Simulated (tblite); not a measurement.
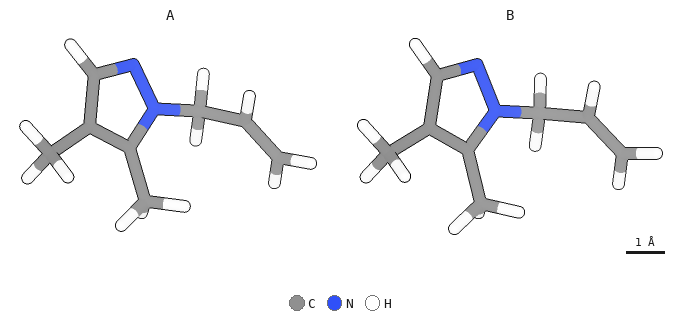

Two geometries of C₈H₁₂N₂, drawn at one scale. One is the start of a relaxation, the other its converged end. A stick model, seen at a tilt.

Theory: GFN2-xTB geometry optimisation, gas phase (tblite). 

Question: Which one is relaxed?

Answer: Structure A is the relaxed one. After 90 geometry steps the energy has fallen by 12.4 kJ/mol. The largest move after the best rigid fit is that of an H atom, 0.32 Å. By element the largest moves are H 0.32 Å, C 0.15 Å, N 0.14 Å. Near-neighbour distances that change, for instance: N–N 1.367 → 1.331 Å, C–H 1.097 → 1.072 Å, C–C 1.519 → 1.502 Å, C–N 1.370 → 1.355 Å. Bond angles that change, for instance: N–N–C 103.2° → 105.9°, N–C–H 108.3° → 106.1°, C–N–N 118.2° → 120.4°. Cost: 0.7 s on 1 thread of Arm Neoverse V1 (shared host).
